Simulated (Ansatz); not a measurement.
## Computed scan of one atom of the cell: CdS (wurtzite)

Starting cell, CdS (wurtzite):

```
CdS
1.0
    4.19618     0.00000     0.00000
   -2.09809     3.63400     0.00000
    0.00000     0.00000     6.82953
Cd S
2 2
Direct
  0.33333   0.66667   0.99917
  0.66667   0.33333   0.49917
  0.33333   0.66667   0.37563
  0.66667   0.33333   0.87563
```

In each cell atom 1 (Cd, nearest neighbour S at 2.565 Å; its periodic images, 4.2 Å or more away, move with it) moves by s·(0.577, 0.577, 0.577) (along Cartesian [111]), the rest being held.

The numbers are results of PBE (plane waves to 420 eV, PAW, scalar-relativistic; Ansatz, an electronic-structure program), not measurements. k mesh 7×7×4 (Γ-centred), Fermi-Dirac smearing 0.05 eV. The energy includes the smearing's −TS. CdS was relaxed with its symmetry unable to fall. ΔE is measured from the undisplaced structure.

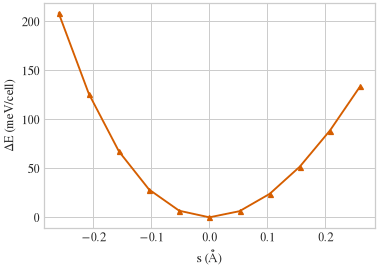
Fig. 1. ΔE (meV/cell) against s (Å); computed points joined by lines.

The force constant k = d²E/ds² at s = 0 (finite differences) is 4.79 eV/Å², the force along the line at s = -0.260 Å comes out as 1.83 eV/Å and the energy at s = 0.260 Å is 133.7 meV/cell. Shape of the curve: a single well with its minimum at or next to zero displacement. Harmonic estimate at the end of the scan: ½ks² = 162.0 meV/cell against the computed 133.7 meV/cell, so the well is softer than harmonic there.

The forces along the line at the two nearest points give (0.266 − (-0.235)) / (2·0.052) = 4.82 eV/Å²; the next pair corrects for the finite step.

(A displaced cell: forces are minus the slopes of the energy, force constants its curvatures, and phonons follow from these.)
